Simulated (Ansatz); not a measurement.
CH10B2N2Si: geometry relaxation (part 1 of 2)

The run: geometry relaxation of CH10B2N2Si, SMILES CN([SiH3])BBN. Method and program: RKS PBE/def2-SVP (Ansatz 0.2.0).

It belongs to a series of runs on one base structure; here: end point A relaxed.

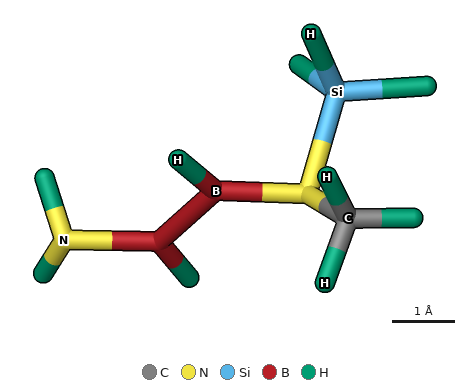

*The structure as given in the input (stick view, seen at a tilt).*

**Summary**

- outcome: converged
- total energy: −13393.5059 eV
- mean-field energy: −13393.5059 eV
- largest force (length of the vector) at the end: 0.016 eV/Å
- hardware: 2 threads of Arm Neoverse V1, 24 GiB of memory available, shared host
- wall time: 86 s (CPU time 2.8 min)
- peak memory: 0.18 GiB

**Input**
```yaml
crystal:
  periodic: [false, false, false]
  atoms:
    - { symbol: C, position_ang: [0.4769, -1.9827, 0.8246] }
    - { symbol: "N", position_ang: [0.319, -0.8905, -0.2065] }
    - { symbol: Si, position_ang: [1.9366, -0.3345, -0.6938] }
    - { symbol: B, position_ang: [-0.3498, 0.3297, 0.3626] }
    - { symbol: B, position_ang: [-1.6821, 0.9793, -0.4982] }
    - { symbol: "N", position_ang: [-2.4011, 2.2314, 0.0571] }
    - { symbol: H, position_ang: [0.988, -2.817, 0.3984] }
    - { symbol: H, position_ang: [1.0106, -1.5685, 1.7134] }
    - { symbol: H, position_ang: [-0.5812, -2.2686, 1.1534] }
    - { symbol: H, position_ang: [2.7257, -1.4662, -1.2166] }
    - { symbol: H, position_ang: [1.8524, 0.72, -1.6777] }
    - { symbol: H, position_ang: [2.7014, 0.1956, 0.5128] }
    - { symbol: H, position_ang: [-0.0988, 0.8701, 1.3433] }
    - { symbol: H, position_ang: [-2.0641, 0.4964, -1.4732] }
    - { symbol: H, position_ang: [-3.1509, 2.4472, -0.6229] }
    - { symbol: H, position_ang: [-1.7058, 3.0356, 0.0675] }
basis:
  gaussian: { orbitals: def2-SVP }
hamiltonian:
  xc: pbe
relax:
  f_tol: 0.015
  max_steps: 40
```

Run as:
```bash
ansatz run input.yaml --threads 2 --pin off --max-ram 3072MiB --backend cpu --events-out ev --progress --plain --runs-dir out
```

**The program's output**
```
The last accepted step is kept in [file] (removed where the run ends without a failure and the disk answers)
Engine: ansatz 0.2.0, aarch64-unknown-linux-gnu
Functional definition: PBE
  parameter kappa = 0.804
  parameter beta = 0.06672455060314922
  exchange = pbe_x(kappa = kappa, mu = beta*pi^2/3)
  correlation = pbe_c(beta = beta)
1586 factors; their error is unknown
mean field evaluation 1: about -13378.2286 eV, gradient 7.4e1 eV
mean field evaluation 2: about -13324.9436 eV, gradient 1.5e2 eV
mean field evaluation 4: about -13390.7340 eV, gradient 1.1e1 eV
mean field evaluation 8: about -13391.0370 eV, gradient 1.6e-1 eV
mean field evaluation 16: about -13390.9484 eV, gradient 3.0e-3 eV
mean field -13390.94838224 eV, -492.1082763363 hartree, gradient 3.6e-5 eV, S^2 0.000000; 0 other end points of the search recorded, 0 dependent functions left out
the calculation of the forces begins
reference -13390.94842710 eV, -492.1082779849 hartree; 27, 27 occupied and 111, 111 virtual orbitals, 1586 factors
relax step   1: F+E_penalty+E_count = -13390.94838224 eV  Δ(F+E_penalty+E_count) = +0.000e0 eV  max|allowed force component| = 3.138e0 eV/Å  Δτ_max = 0.0000 Å  (30 SCF iters, accepted)
these checks for a lower state are left out or cut short: starts, cluster_reference, orbital_swaps, neighbouring_geometries, increment
1586 factors; their error is unknown
mean field -13391.80620434 eV, -492.1398007172 hartree, gradient 2.7e-5 eV, S^2 0.000000; 0 other end points of the search recorded, 0 dependent functions left out
[... from here on the field's lines of each further geometry are left out, up to the last ...]
relax step   2: F+E_penalty+E_count = -13391.80620434 eV  Δ(F+E_penalty+E_count) = -8.578e-1 eV  max|allowed force component| = 2.364e0 eV/Å  Δτ_max = 0.1945 Å  (35 SCF iters, accepted)
relax step   3: F+E_penalty+E_count = -13392.13942599 eV  Δ(F+E_penalty+E_count) = -3.332e-1 eV  max|allowed force component| = 1.928e0 eV/Å  Δτ_max = 0.1949 Å  (30 SCF iters, accepted)
relax step   4: F+E_penalty+E_count = -13392.41522369 eV  Δ(F+E_penalty+E_count) = -2.758e-1 eV  max|allowed force component| = 2.073e0 eV/Å  Δτ_max = 0.1944 Å  (29 SCF iters, accepted)
relax step   5: F+E_penalty+E_count = -13392.65218232 eV  Δ(F+E_penalty+E_count) = -2.370e-1 eV  max|allowed force component| = 1.275e0 eV/Å  Δτ_max = 0.1951 Å  (30 SCF iters, accepted)
relax step   6: F+E_penalty+E_count = -13392.83646394 eV  Δ(F+E_penalty+E_count) = -1.843e-1 eV  max|allowed force component| = 1.229e0 eV/Å  Δτ_max = 0.1959 Å  (30 SCF iters, accepted)
relax step   7: F+E_penalty+E_count = -13392.98392877 eV  Δ(F+E_penalty+E_count) = -1.475e-1 eV  max|allowed force component| = 8.826e-1 eV/Å  Δτ_max = 0.1956 Å  (30 SCF iters, accepted)
relax step   8: F+E_penalty+E_count = -13393.12848425 eV  Δ(F+E_penalty+E_count) = -1.446e-1 eV  max|allowed force component| = 7.323e-1 eV/Å  Δτ_max = 0.2000 Å  (29 SCF iters, accepted)
relax step   9: F+E_penalty+E_count = -13393.26370091 eV  Δ(F+E_penalty+E_count) = -1.352e-1 eV  max|allowed force component| = 5.281e-1 eV/Å  Δτ_max = 0.2000 Å  (29 SCF iters, accepted)
relax step  10: F+E_penalty+E_count = -13393.33903842 eV  Δ(F+E_penalty+E_count) = -7.534e-2 eV  max|allowed force component| = 4.348e-1 eV/Å  Δτ_max = 0.1950 Å  (29 SCF iters, accepted)
relax step  11: F+E_penalty+E_count = -13393.41220514 eV  Δ(F+E_penalty+E_count) = -7.317e-2 eV  max|allowed force component| = 3.591e-1 eV/Å  Δτ_max = 0.2000 Å  (29 SCF iters, accepted)
relax step  12: F+E_penalty+E_count = -13393.46142285 eV  Δ(F+E_penalty+E_count) = -4.922e-2 eV  max|allowed force component| = 1.157e-1 eV/Å  Δτ_max = 0.2000 Å  (28 SCF iters, accepted)
relax step  13: F+E_penalty+E_count = -13393.48271174 eV  Δ(F+E_penalty+E_count) = -2.129e-2 eV  max|allowed force component| = 4.069e-1 eV/Å  Δτ_max = 0.1998 Å  (28 SCF iters, accepted)
relax step  14: F+E_penalty+E_count = -13393.49106323 eV  Δ(F+E_penalty+E_count) = -8.351e-3 eV  max|allowed force component| = 1.733e-1 eV/Å  Δτ_max = 0.0909 Å  (30 SCF iters, accepted)
relax step  15: F+E_penalty+E_count = -13393.49432678 eV  Δ(F+E_penalty+E_count) = -3.264e-3 eV  max|allowed force component| = 1.545e-1 eV/Å  Δτ_max = 0.0461 Å  (30 SCF iters, accepted)
relax step  16: F+E_penalty+E_count = -13393.49740335 eV  Δ(F+E_penalty+E_count) = -3.077e-3 eV  max|allowed force component| = 1.095e-1 eV/Å  Δτ_max = 0.0710 Å  (30 SCF iters, accepted)
relax step  17: F+E_penalty+E_count = -13393.50013180 eV  Δ(F+E_penalty+E_count) = -2.728e-3 eV  max|allowed force component| = 1.260e-1 eV/Å  Δτ_max = 0.1281 Å  (29 SCF iters, accepted)
relax step  18: F+E_penalty+E_count = -13393.50185850 eV  Δ(F+E_penalty+E_count) = -1.727e-3 eV  max|allowed force component| = 1.163e-1 eV/Å  Δτ_max = 0.0312 Å  (31 SCF iters, accepted)
relax step  19: F+E_penalty+E_count = -13393.50365556 eV  Δ(F+E_penalty+E_count) = -1.797e-3 eV  max|allowed force component| = 4.864e-2 eV/Å  Δτ_max = 0.0810 Å  (30 SCF iters, accepted)
relax step  20: F+E_penalty+E_count = -13393.50485256 eV  Δ(F+E_penalty+E_count) = -1.197e-3 eV  max|allowed force component| = 9.188e-2 eV/Å  Δτ_max = 0.0817 Å  (30 SCF iters, accepted)
relax step  21: F+E_penalty+E_count = -13393.50544522 eV  Δ(F+E_penalty+E_count) = -5.927e-4 eV  max|allowed force component| = 5.612e-2 eV/Å  Δτ_max = 0.0511 Å  (30 SCF iters, accepted)
relax step  22: F+E_penalty+E_count = -13393.50557548 eV  Δ(F+E_penalty+E_count) = -1.303e-4 eV  max|allowed force component| = 4.863e-2 eV/Å  Δτ_max = 0.0437 Å  (30 SCF iters, accepted)
relax step  23: F+E_penalty+E_count = -13393.50582453 eV  Δ(F+E_penalty+E_count) = -2.491e-4 eV  max|allowed force component| = 2.420e-2 eV/Å  Δτ_max = 0.0143 Å  (31 SCF iters, accepted)
the calculation of the forces begins
reference -13393.50589029 eV, -492.2022630239 hartree; 27, 27 occupied and 111, 111 virtual orbitals, 1586 factors
relax step  24: F+E_penalty+E_count = -13393.50584423 eV  Δ(F+E_penalty+E_count) = -1.970e-5 eV  max|allowed force component| = 1.478e-2 eV/Å  Δτ_max = 0.0159 Å  (31 SCF iters, accepted)
1586 factors; their error is unknown
mean field evaluation 192: about -13393.5928 eV, gradient 2.9e-1 eV
```

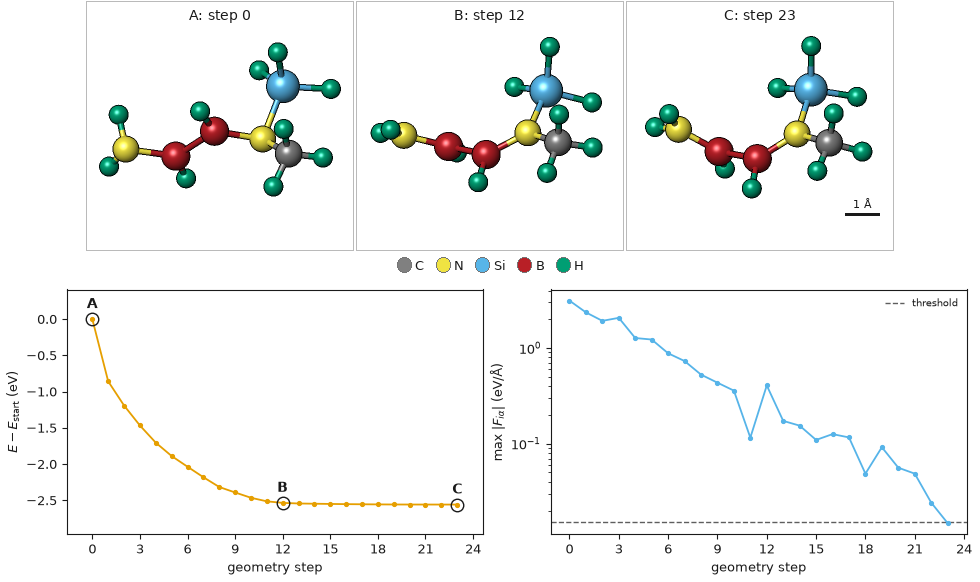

*Frames of the relaxation (ball-and-stick view, seen at a tilt) above the curves, on which the letters mark them (the first geometry is step 0 here and step 1 in the log).*

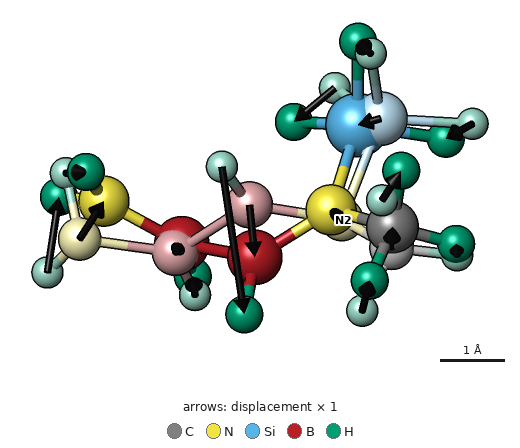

*Start (faint) and end (solid) with the displacements as black arrows, at true length (ball-and-stick view, seen at a tilt). The two geometries are laid on each other by the best rigid fit.*

The largest move after the best rigid fit is that of H13, 2.35 Å. By element the largest moves are H 2.35 Å, B 0.83 Å, N 0.80 Å, C 0.47 Å, Si 0.39 Å. Among the contacts that change: B5–N6 1.547 → 1.404 Å, B4–H13 1.148 → 1.232 Å, N2–B4 1.503 → 1.421 Å, Si3–H11 1.445 → 1.498 Å. Among the angles that change: B5–N6–H15 105.6° → 123.5°, Si3–N2–B4 104.7° → 121.3°, B5–N6–H16 108.2° → 123.7°. The energy falls by 2.557 eV in 23 geometry steps. Largest force component: 3.1 eV/Å at the start, 0.015 eV/Å at the end. (Atoms are counted from 1 in the order of the input.)

```
mean field -13393.50584423 eV, -492.2022613312 hartree, gradient 2.5e-5 eV, S^2 0.000000; 1 other end points of the search recorded, 0 dependent functions left out
the calculation of the forces begins
reference -13393.50589029 eV, -492.2022630239 hartree; 27, 27 occupied and 111, 111 virtual orbitals, 1586 factors
Total energy: -13393.50589029 eV, -492.2022630239 hartree
Atom 0 at     0.775115    -1.830142     1.222282 Å, force    -0.001232     0.001734     0.000613 eV/Å
Atom 1 at     0.360954    -0.746635     0.324456 Å, force    -0.003754    -0.004669     0.003884 eV/Å
Atom 2 at     1.617214    -0.122816    -0.774523 Å, force     0.000910    -0.000112    -0.002230 eV/Å
Atom 3 at    -0.956137    -0.213445     0.318841 Å, force     0.008569    -0.000647    -0.001968 eV/Å
Atom 4 at    -1.531744     1.008637    -0.725889 Å, force    -0.001957    -0.006268    -0.001999 eV/Å
Atom 5 at    -1.704946     2.349762    -0.348977 Å, force     0.003270    -0.005406     0.014781 eV/Å
Atom 6 at     1.128114    -2.719611     0.654418 Å, force     0.001157     0.000656    -0.000216 eV/Å
Atom 7 at     1.606514    -1.514591     1.891578 Å, force     0.000193     0.000123    -0.000474 eV/Å
Atom 8 at    -0.080150    -2.138137     1.854341 Å, force    -0.000044     0.000122    -0.000288 eV/Å
Atom 9 at     2.231103    -1.269024    -1.537636 Å, force     0.000948     0.000483     0.000228 eV/Å
Atom 10 at     1.003820     0.865090    -1.718726 Å, force     0.000624    -0.001467    -0.000097 eV/Å
Atom 11 at     2.721671     0.534014     0.015190 Å, force    -0.001227     0.000671    -0.000653 eV/Å
Atom 12 at    -1.728435    -0.735616     1.123824 Å, force     0.000042    -0.000200    -0.002819 eV/Å
Atom 13 at    -1.904774     0.733148    -1.863241 Å, force    -0.005481     0.004142     0.000715 eV/Å
Atom 14 at    -2.109302     3.059747    -0.961546 Å, force     0.006021     0.001970    -0.007648 eV/Å
Atom 15 at    -1.452217     2.716918     0.569809 Å, force    -0.008039     0.008869    -0.001827 eV/Å
Dipole moment:     0.178960     0.266339     0.178793 e Å
```

**Trajectory as extended XYZ (Å, eV, eV/Å), 24 frames, from step=1 to step=24**
```
16
Properties=species:S:1:pos:R:3:forces:R:3 step=1 energy=-13390.94838
C     0.4769   -1.9827    0.8246   -1.7512   2.0778   0.5881
N     0.3190   -0.8905   -0.2065   -0.0288   0.3830   1.1113
Si    1.9366   -0.3345   -0.6938    0.0370  -0.3374   0.8375
B    -0.3498    0.3297    0.3626   -0.5620  -1.1758  -2.6412
B    -1.6821    0.9793   -0.4982   -0.1671   3.1377   2.1062
N    -2.4011    2.2314    0.0571    1.9018  -1.5840  -2.3223
H     0.9880   -2.8170    0.3984    0.6501  -1.2039  -0.4429
H     1.0106   -1.5685    1.7134    0.0595  -0.4330   0.1852
H    -0.5812   -2.2686    1.1534    1.0929  -0.0753  -0.2339
H     2.7257   -1.4662   -1.2166    0.1741  -0.4704  -0.2520
H     1.8524    0.7200   -1.6777   -0.1493   0.8095  -0.7910
H     2.7014    0.1956    0.5128   -0.0163  -0.0226  -0.1279
H    -0.0988    0.8701    1.3433    0.7519   0.2678   2.2231
H    -2.0641    0.4964   -1.4732   -1.1276  -0.8926  -1.2671
H    -3.1509    2.4472   -0.6229    0.1181   0.4122   0.3727
H    -1.7058    3.0356    0.0675   -0.9831  -0.8929   0.6542
16
Properties=species:S:1:pos:R:3:forces:R:3 step=2 energy=-13391.80620
C     0.4803   -1.9442    0.8588   -0.5668   0.8069  -0.0055
N     0.3406   -0.8629   -0.1734    0.0039   0.3189   0.9479
Si    1.9534   -0.3339   -0.7092    0.0082  -0.1340   0.1722
B    -0.3395    0.3642    0.3164   -0.0237  -0.5694  -0.8399
B    -1.6196    1.0634   -0.6080   -1.1514   1.0940   1.0803
N    -2.3945    2.1958   -0.0407    2.3645   0.3834  -1.6771
H     0.9969   -2.8054    0.4192    0.2355  -0.3486  -0.0816
H     1.0151   -1.6008    1.7777    0.0290  -0.1105  -0.0025
H    -0.5433   -2.2755    1.1706    0.3696   0.0446  -0.1065
H     2.7143   -1.5013   -1.2509    0.0264  -0.1542  -0.0970
H     1.8391    0.7420   -1.7211   -0.0788   0.2518  -0.2838
H     2.7287    0.1991    0.4832    0.0590  -0.0232  -0.1336
H    -0.1282    0.7579    1.4519   -0.0900  -0.2240   0.4325
H    -2.2000    0.4236   -1.4791    0.0613   0.0448  -0.0163
H    -3.1118    2.5424   -0.7056    0.0949   0.0075   0.5549
H    -1.7546    3.0127    0.2544   -1.3416  -1.3880   0.0561
16
Properties=species:S:1:pos:R:3:forces:R:3 step=3 energy=-13392.13943
C     0.5011   -1.9226    0.8910    0.0286   0.2030  -0.1799
N     0.3608   -0.8452   -0.1261    0.2509   0.3168   0.4442
Si    1.9538   -0.3266   -0.7345   -0.0422  -0.1100  -0.0907
B    -0.3658    0.3515    0.3140   -0.3124  -0.5117   0.3508
B    -1.6400    1.0621   -0.6117   -0.5718   0.3634   0.1101
N    -2.3497    2.2177   -0.1539    1.9277   1.6639  -0.0556
H     1.0292   -2.7923    0.4437    0.0449   0.0452   0.0632
H     1.0347   -1.6096    1.8209    0.0162   0.0130  -0.0332
H    -0.5053   -2.2782    1.1870   -0.0041   0.0166   0.0151
H     2.6943   -1.5152   -1.2875   -0.0452   0.0021  -0.0475
H     1.8088    0.7573   -1.7639   -0.0655  -0.0297  -0.0194
H     2.7668    0.2054    0.4292    0.0768   0.0032  -0.1250
H    -0.2483    0.6304    1.5373   -0.2513  -0.1725  -0.3347
H    -2.2247    0.4168   -1.5043    0.2720   0.2085   0.2695
H    -3.0720    2.6364   -0.7738    0.3043  -0.1971   0.5931
H    -1.7670    2.9893    0.3768   -1.6287  -1.8148  -0.9599
16
Properties=species:S:1:pos:R:3:forces:R:3 step=4 energy=-13392.41522
C     0.5372   -1.9191    0.9302    0.0543   0.0221  -0.1202
N     0.3630   -0.8475   -0.0775    0.2328   0.3694   0.3686
Si    1.9221   -0.3177   -0.7645   -0.0889  -0.1347  -0.0732
B    -0.4417    0.2902    0.3491   -0.1688  -0.1194   0.1642
B    -1.6210    1.0825   -0.6393   -0.0242  -0.4288   0.0160
N    -2.2782    2.2484   -0.2316    1.2272   2.0727   1.0050
H     1.0911   -2.7738    0.4825    0.0181   0.0553   0.0750
H     1.0634   -1.5939    1.8587    0.0236   0.0193  -0.0271
H    -0.4592   -2.3024    1.2254    0.0211  -0.0120   0.0354
H     2.6485   -1.5089   -1.3334   -0.0495   0.0124  -0.0497
H     1.7403    0.7577   -1.7990   -0.0941  -0.0587   0.0185
H     2.7860    0.2198    0.3599    0.0301   0.0099  -0.1258
H    -0.4109    0.5338    1.5822   -0.2958  -0.2514  -0.2846
H    -2.1749    0.4681   -1.5574    0.1912   0.1363   0.0401
H    -2.9977    2.7074   -0.8165    0.2597  -0.1681   0.4480
H    -1.7913    2.9327    0.4755   -1.3368  -1.5243  -1.4904
16
Properties=species:S:1:pos:R:3:forces:R:3 step=5 energy=-13392.65218
C     0.5650   -1.9147    0.9591   -0.0501   0.0442  -0.0331
N     0.3709   -0.8351   -0.0343    0.4006   0.2169   0.3226
Si    1.9022   -0.3159   -0.7895   -0.0915  -0.1194   0.0140
B    -0.4771    0.2576    0.3795   -0.4852  -0.0036  -0.0052
B    -1.6065    1.0795   -0.6440    0.0940   0.2526   0.1749
N    -2.2192    2.2923   -0.2724    0.9459   0.9089   0.9624
H     1.1298   -2.7559    0.5062    0.0500  -0.0101   0.0353
H     1.0901   -1.5837    1.8847    0.0338  -0.0032  -0.0107
H    -0.4279   -2.3116    1.2567    0.1062   0.0005   0.0207
H     2.6142   -1.5080   -1.3705   -0.0469  -0.0170  -0.0623
H     1.6867    0.7493   -1.8218   -0.1140  -0.0166  -0.0225
H     2.8036    0.2318    0.3010    0.0086  -0.0049  -0.1356
H    -0.5718    0.4273    1.6114   -0.2131  -0.2263  -0.1524
H    -2.1130    0.5114   -1.6044    0.0532   0.0088  -0.0549
H    -2.9540    2.7486   -0.8266    0.1559  -0.0436   0.2216
H    -1.8162    2.9045    0.5092   -0.8476  -0.9872  -1.2749
16
Properties=species:S:1:pos:R:3:forces:R:3 step=6 energy=-13392.83646
C     0.5928   -1.9127    0.9868   -0.1641   0.1341   0.0170
N     0.3874   -0.8156    0.0168    0.1130   0.4173   0.3733
Si    1.8865   -0.3125   -0.8105   -0.1353  -0.0961   0.1449
B    -0.5326    0.2339    0.4081   -0.0815  -0.1873  -0.2727
B    -1.5775    1.1161   -0.6545    0.6460  -0.9459   0.0124
N    -2.1519    2.3157   -0.3039   -0.1040   1.2295   0.6524
H     1.1650   -2.7401    0.5236    0.0845  -0.0580  -0.0033
H     1.1164   -1.5848    1.9121    0.0599  -0.0318   0.0297
H    -0.3976   -2.3210    1.2815    0.1550   0.0024   0.0207
H     2.5802   -1.5074   -1.4051   -0.0487  -0.0390  -0.0753
H     1.6299    0.7417   -1.8395   -0.1190   0.0232  -0.0595
H     2.8251    0.2433    0.2436    0.0091  -0.0074  -0.1456
H    -0.7408    0.3301    1.6301   -0.2010  -0.2547  -0.1458
H    -2.0653    0.5661   -1.6284    0.0375  -0.0642  -0.1736
H    -2.9122    2.7556   -0.8242    0.0222   0.0979  -0.0055
H    -1.8284    2.8689    0.5079   -0.2737  -0.2199  -0.3693
16
Properties=species:S:1:pos:R:3:forces:R:3 step=7 energy=-13392.98393
C     0.6199   -1.9080    1.0190   -0.1069   0.1061   0.0314
N     0.4106   -0.7897    0.0770    0.3565   0.0058   0.1414
Si    1.8739   -0.3087   -0.8257   -0.1058  -0.0643   0.1598
B    -0.5682    0.1914    0.4188   -0.3532   0.2108   0.0327
B    -1.5416    1.1170   -0.6683   -0.1736   0.6469   0.5383
N    -2.1227    2.3658   -0.3145    0.3983  -0.8826  -0.3711
H     1.1962   -2.7241    0.5395    0.0777  -0.0313  -0.0072
H     1.1461   -1.5949    1.9462    0.0721  -0.0327   0.0509
H    -0.3658   -2.3278    1.3083    0.1239   0.0138   0.0305
H     2.5419   -1.5106   -1.4384   -0.0674  -0.0291  -0.0618
H     1.5715    0.7348   -1.8544   -0.1133   0.0114  -0.0351
H     2.8535    0.2546    0.1853   -0.0036  -0.0110  -0.1496
H    -0.8933    0.2076    1.6270   -0.1672  -0.2330  -0.3378
H    -2.0108    0.5829   -1.6610    0.0357   0.0067  -0.1703
H    -2.8784    2.8083   -0.8325   -0.0511   0.0993  -0.1618
H    -1.8559    2.8788    0.5177    0.0779   0.1832   0.3097
```
